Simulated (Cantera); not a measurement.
Feed: 1 mol acetone, 0.15 mol CO2, 19 mol H2, held at 0.825 Torr.

Equilibrium computed with Cantera from the NASA thermochemical tables; the gas is ideal and each condensed phase is pure. Candidate condensed phases: C, C6H6, C7H8, C8H18, H2O; 131 gas species. Ions and electrons are included (thermal ionisation). The feed counts by its element totals alone. Equilibrium is a limit: real reactors are often held back by kinetics, nucleation or transport.

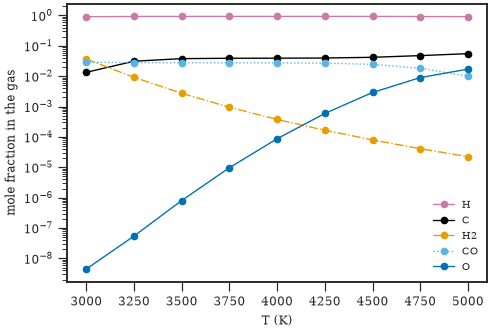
Figure. Equilibrium gas composition (values under 1e-9 drawn at 1e-9)

Task: Read off the mole fractions at 3250 K.

Result: H about 0.93, C about 0.031, CO about 0.028, H2 about 0.0092, O about 5.4e-8.
